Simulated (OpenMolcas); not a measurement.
**Run report: ClSi, relativistic diatomic calculation (part 2 of 2)**

The same run, continued: ClSi. Method: SA-CASSCF(9,7)/XMS-CASPT2 + RASSI spin-orbit (X2C scalar, AMFI), ANO-RCC-VTZP (OpenMolcas).

Output (extracts), continued:
```
++ Dipole transition strengths (spin-free states):
     for osc. strength at least  1.00000000E-05
      From   To        Osc. strength     Einstein coefficients Ax, Ay, Az (sec-1)    Total A (sec-1)
         1   10       2.21265118E-03  5.04364652E+05  3.38121368E+05  0.00000000E+00  8.42486020E+05
         1   11       3.25568231E-02  3.10737347E+06  2.79617941E+07  0.00000000E+00  3.10691676E+07
         1   12       3.25842924E-02  2.79922175E+07  3.12345566E+06  0.00000000E+00  3.11156732E+07
         1   13       4.28838167E-02  2.26608881E+07  3.40882336E+07  0.00000000E+00  5.67491217E+07
         1   14       5.98667378E-02  4.96584758E+07  3.31237016E+07  0.00000000E+00  8.27821774E+07
         1    4       1.52597797E-02  0.00000000E+00  0.00000000E+00  2.23884309E+07  2.23884309E+07
         1    8       4.18403161E-02  0.00000000E+00  0.00000000E+00  8.27532925E+07  8.27532925E+07
         2   10       2.21265119E-03  3.38121369E+05  5.04364657E+05  0.00000000E+00  8.42486026E+05
         2   11       3.25568231E-02  2.79617941E+07  3.10737347E+06  0.00000000E+00  3.10691676E+07
         2   12       3.25842924E-02  3.12345567E+06  2.79922175E+07  0.00000000E+00  3.11156732E+07
         2   13       4.28838167E-02  3.40882336E+07  2.26608881E+07  0.00000000E+00  5.67491217E+07
         2   14       5.98667379E-02  3.31237016E+07  4.96584759E+07  0.00000000E+00  8.27821775E+07
         2    3       1.52597797E-02  0.00000000E+00  0.00000000E+00  2.23884308E+07  2.23884308E+07
         2    7       4.18403162E-02  0.00000000E+00  0.00000000E+00  8.27532927E+07  8.27532927E+07
        10   14       1.24666275E-03  0.00000000E+00  0.00000000E+00  3.89360192E+05  3.89360192E+05
        10    4       4.74844847E-05  9.86029312E+03  6.90547928E+03  0.00000000E+00  1.67657724E+04
        10    3       4.74844840E-05  6.90547923E+03  9.86029294E+03  0.00000000E+00  1.67657722E+04
        10    7       2.52432711E-05  6.33202049E+03  9.39436767E+03  0.00000000E+00  1.57263882E+04
        10    8       2.52432715E-05  9.39436779E+03  6.33202059E+03  0.00000000E+00  1.57263884E+04
         9   15       1.13590922E-03  2.07794480E+05  5.13195184E+02  0.00000000E+00  2.08307675E+05
         9   16       1.13590921E-03  5.13195333E+02  2.07794477E+05  0.00000000E+00  2.08307672E+05
         9   17       3.65305940E-03  1.05523547E+06  2.51240979E+05  0.00000000E+00  1.30647644E+06
         9   18       3.65305950E-03  2.51240993E+05  1.05523549E+06  0.00000000E+00  1.30647648E+06
        11    4       3.24319496E-04  1.80920404E+03  1.60062117E+04  0.00000000E+00  1.78154157E+04
        11    3       3.24319492E-04  1.60062117E+04  1.80920388E+03  0.00000000E+00  1.78154155E+04
        11    5       6.76692885E-04  9.08621688E+04  2.10194338E+02  0.00000000E+00  9.10723631E+04
        11    6       6.76692886E-04  2.10194362E+02  9.08621689E+04  0.00000000E+00  9.10723632E+04
        11    7       3.35840583E-04  5.55260475E+04  6.41784993E+03  0.00000000E+00  6.19438974E+04
        11    8       3.35840575E-04  6.41784875E+03  5.55260473E+04  0.00000000E+00  6.19438960E+04
        12    4       3.28436240E-04  1.59687928E+04  2.02373302E+03  0.00000000E+00  1.79925258E+04
        12    3       3.28436244E-04  2.02373319E+03  1.59687929E+04  0.00000000E+00  1.79925260E+04
        12    5       6.64658957E-04  6.89428787E+01  8.92284946E+04  0.00000000E+00  8.92974374E+04
        12    6       6.64658955E-04  8.92284944E+04  6.89428646E+01  0.00000000E+00  8.92974373E+04
        12    7       3.33236906E-04  5.98215945E+03  5.53903212E+04  0.00000000E+00  6.13724806E+04
        12    8       3.33236913E-04  5.53903214E+04  5.98216059E+03  0.00000000E+00  6.13724820E+04
        15   17       6.19825079E-05  0.00000000E+00  0.00000000E+00  1.78698883E+03  1.78698883E+03
        15   18       1.07450241E-05  0.00000000E+00  0.00000000E+00  3.09784788E+02  3.09784788E+02
        16   17       1.07450242E-05  0.00000000E+00  0.00000000E+00  3.09784790E+02  3.09784790E+02
        16   18       6.19825117E-05  0.00000000E+00  0.00000000E+00  1.78698894E+03  1.78698894E+03
        13    4       1.20093169E-04  1.84489669E+02  2.60961637E+02  0.00000000E+00  4.45451306E+02
        13    3       1.20093169E-04  2.60961637E+02  1.84489669E+02  0.00000000E+00  4.45451306E+02
        14    4       1.52308816E-05  1.10715299E+01  7.95779010E+00  0.00000000E+00  1.90293200E+01
        14    3       1.52308816E-05  7.95779012E+00  1.10715300E+01  0.00000000E+00  1.90293201E+01
        14    7       5.47551968E-05  1.17255594E+03  1.73512425E+03  0.00000000E+00  2.90768019E+03
        14    8       5.47551975E-05  1.73512427E+03  1.17255595E+03  0.00000000E+00  2.90768022E+03
         4    8       2.61941647E-04  0.00000000E+00  0.00000000E+00  9.97001342E+03  9.97001342E+03
         3    7       2.61941647E-04  0.00000000E+00  0.00000000E+00  9.97001344E+03  9.97001344E+03
 Electric-quadrupole - electric-quadrupole not included
 Electric-dipole - electric-octupole not included
 Electric-dipole - magnetic-quadrupole not included
   Eigenvalues of complex Hamiltonian:
  (Shifted by EMIN (a.u.) =       -750.7634365222)
 SO State       Relative EMIN(au)   Rel lowest level(eV)    D:o, cm**(-1)      Omega
     1            -0.0003952196        0.0000000000              0.0000         0.5
     2            -0.0003952196        0.0000000000              0.0000         0.5
     3             0.0003870560        0.0212868023            171.6896         1.5
     4             0.0003870560        0.0212868023            171.6896         1.5
     5             0.1088552387        2.9728564179          23977.7041         0.5
     6             0.1088552387        2.9728564179          23977.7041         0.5
     7             0.1191339264        3.2525537571          26233.6152         0.5
     8             0.1191339264        3.2525537571          26233.6152         0.5
     9             0.1191390591        3.2526934257          26234.7417         1.5
    10             0.1191390591        3.2526934257          26234.7417         1.5
    11             0.1723205612        4.6998358214          37906.7323         1.9
    12             0.1723205612        4.6998358214          37906.7323         1.9
    13             0.1723811577        4.7014847351          37920.0317         2.2
    14             0.1723811577        4.7014847351          37920.0317         2.2
    15             0.1934648880        5.2752022634          42547.3756         2.5
    16             0.1934648880        5.2752022634          42547.3756         2.5
    17             0.1942197273        5.2957424876          42713.0437         1.5
    18             0.1942197273        5.2957424876          42713.0437         1.5
    19             0.1949632660        5.3159752066          42876.2316         0.5
    20             0.1949632660        5.3159752066          42876.2316         0.5
    21             0.1957343023        5.3369561735          43045.4545         0.5
    22             0.1957343023        5.3369561735          43045.4545         0.5
    23             0.2031462678        5.5386460298          44672.1929         0.5
    24             0.2031462678        5.5386460298          44672.1929         0.5
    25             0.2074750099        5.6564371017          45622.2420         0.5
    26             0.2074750099        5.6564371017          45622.2420         0.5
    27             0.2134346218        5.8186064029          46930.2256         0.5
    28             0.2134346218        5.8186064029          46930.2256         0.5
    29             0.2140951050        5.8365790673          47075.1849         1.5
    30             0.2140951050        5.8365790673          47075.1849         1.5
    31             0.2241770495        6.1109227529          49287.9160         0.5
    32             0.2241770495        6.1109227529          49287.9160         0.5
    33             0.2244900942        6.1194411327          49356.6213         0.5
    34             0.2244900942        6.1194411327          49356.6213         0.5
    35             0.2248040838        6.1279852265          49425.5341         1.5
    36             0.2248040838        6.1279852265          49425.5341         1.5
    37             0.2251190612        6.1365561966          49494.6636         2.5
    38             0.2251190612        6.1365561966          49494.6636         2.5
    39             0.2358231261        6.4278286432          51843.9343         3.5
    40             0.2358231261        6.4278286432          51843.9343         3.5
    41             0.2383197648        6.4957656425          52391.8832         2.5
    42             0.2383197648        6.4957656425          52391.8832         2.5
    43             0.2473727507        6.7421099373          54378.7839         0.5
    44             0.2473727507        6.7421099373          54378.7839         0.5
    45             0.2488875635        6.7833300931          54711.2469         1.5
    46             0.2488875635        6.7833300931          54711.2469         1.5
 Weights of the five most important spin-orbit-free states for each spin-orbit state.
 SO State  Total energy (au)           Spin-free states, spin, and weights
    1        -0.000395       2 0.5  0.5000    1 0.5  0.5000   14 0.5  0.0000    9 1.5  0.0000   16 1.5  0.0000
    2        -0.000395       2 0.5  0.5000    1 0.5  0.5000   14 0.5  0.0000    9 1.5  0.0000   16 1.5  0.0000
    3         0.000387       1 0.5  0.5000    2 0.5  0.5000    9 1.5  0.0000   11 0.5  0.0000   12 0.5  0.0000
    4         0.000387       1 0.5  0.5000    2 0.5  0.5000    9 1.5  0.0000   11 0.5  0.0000   12 0.5  0.0000
    5         0.108855      10 0.5  0.9999    9 1.5  0.0001   18 1.5  0.0000   17 1.5  0.0000    7 0.5  0.0000
    6         0.108855      10 0.5  0.9999    9 1.5  0.0001   18 1.5  0.0000   17 1.5  0.0000    7 0.5  0.0000
    7         0.119134       9 1.5  0.9998   10 0.5  0.0001   14 0.5  0.0000   15 1.5  0.0000   16 1.5  0.0000
    8         0.119134       9 1.5  0.9998   10 0.5  0.0001   14 0.5  0.0000   15 1.5  0.0000   16 1.5  0.0000
    9         0.119139       9 1.5  0.9999   16 1.5  0.0000   15 1.5  0.0000    3 0.5  0.0000    4 0.5  0.0000
   10         0.119139       9 1.5  0.9999   16 1.5  0.0000   15 1.5  0.0000    3 0.5  0.0000    4 0.5  0.0000
   11         0.172321      11 0.5  0.9630   12 0.5  0.0366    7 0.5  0.0001    8 0.5  0.0001    4 0.5  0.0000
   12         0.172321      11 0.5  0.9630   12 0.5  0.0366    7 0.5  0.0001    8 0.5  0.0001    4 0.5  0.0000
   13         0.172381      12 0.5  0.9630   11 0.5  0.0366    6 0.5  0.0001    5 0.5  0.0001    8 0.5  0.0000
   14         0.172381      12 0.5  0.9630   11 0.5  0.0366    6 0.5  0.0001    5 0.5  0.0001    8 0.5  0.0000
   15         0.193465      16 1.5  0.5000   15 1.5  0.5000   18 1.5  0.0000   17 1.5  0.0000   12 0.5  0.0000
   16         0.193465      15 1.5  0.5000   16 1.5  0.5000   18 1.5  0.0000   17 1.5  0.0000   12 0.5  0.0000
   17         0.194220      15 1.5  0.4984   16 1.5  0.4984    4 0.5  0.0015    3 0.5  0.0015    8 0.5  0.0000
   18         0.194220      15 1.5  0.4984   16 1.5  0.4984    4 0.5  0.0015    3 0.5  0.0015    8 0.5  0.0000
   19         0.194963      16 1.5  0.4930   15 1.5  0.4930   13 0.5  0.0107    3 0.5  0.0016    4 0.5  0.0016
   20         0.194963      16 1.5  0.4930   15 1.5  0.4930   13 0.5  0.0107    3 0.5  0.0016    4 0.5  0.0016
   21         0.195734      15 1.5  0.4886   16 1.5  0.4886   13 0.5  0.0226    4 0.5  0.0001    3 0.5  0.0001
   22         0.195734      16 1.5  0.4886   15 1.5  0.4886   13 0.5  0.0226    4 0.5  0.0001    3 0.5  0.0001
   23         0.203146      13 0.5  0.9570   15 1.5  0.0165   16 1.5  0.0165   14 0.5  0.0081    4 0.5  0.0010
   24         0.203146      13 0.5  0.9570   15 1.5  0.0165   16 1.5  0.0165   14 0.5  0.0081    4 0.5  0.0010
   25         0.207475      14 0.5  0.9894   13 0.5  0.0076    3 0.5  0.0014    4 0.5  0.0014    8 0.5  0.0000
   26         0.207475      14 0.5  0.9894   13 0.5  0.0076    3 0.5  0.0014    4 0.5  0.0014    8 0.5  0.0000
   27         0.213435       3 0.5  0.4958    4 0.5  0.4958   14 0.5  0.0023   13 0.5  0.0020   15 1.5  0.0019
   28         0.213435       3
```

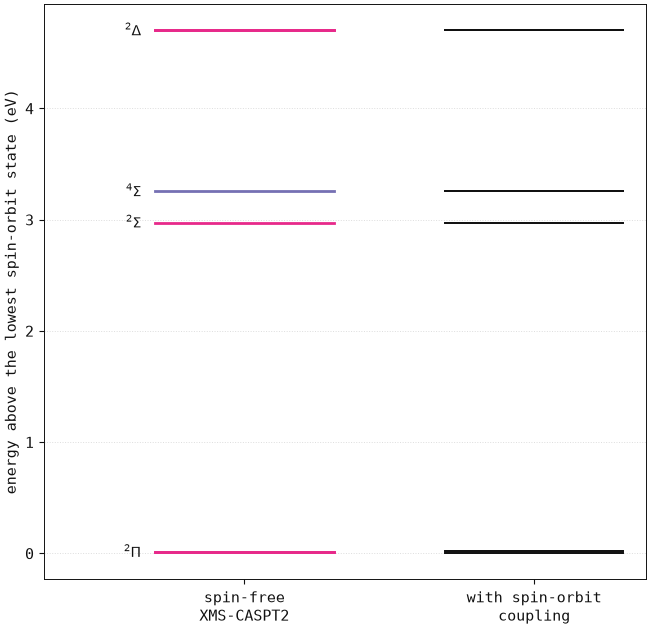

Fig. 1: States up to 5.1 eV at 2.110 Å, without spin-orbit coupling (left, a colour for each spin multiplicity) and with it (right, where close levels merge). The spin-free states run ²Π (0.00 eV), ²Σ (2.96 eV), ⁴Σ (3.24 eV), ²Δ (4.69 eV) from the lowest. The lowest spin-orbit levels have |Ω| = 1/2 (0 cm⁻¹), 3/2 (172 cm⁻¹), 1/2 (23,978 cm⁻¹), 1/2 (26,234 cm⁻¹), 3/2 (26,235 cm⁻¹).

Summary:

- outcome: converged; components of a degenerate state are split by 12 cm⁻¹
- lowest spin-free state: ²Π
- lowest spin-orbit level: Ω = 1/2, −750.76383 hartree
- next level: Ω = 3/2, 172 cm⁻¹
- hardware: 1 thread of Intel Xeon (Sapphire Rapids), 64 GiB of memory available, shared host
- wall time: 31 s

Remarks:

Caveats: the two components of ²Δ at 4.69 eV, degenerate in CASSCF as they must be, are split by 12 cm⁻¹ in XMS-CASPT2, an artefact that passes into its spin-orbit levels; 4 of the 46 spin-orbit states have no clean Ω, so their splittings aren't to be trusted.
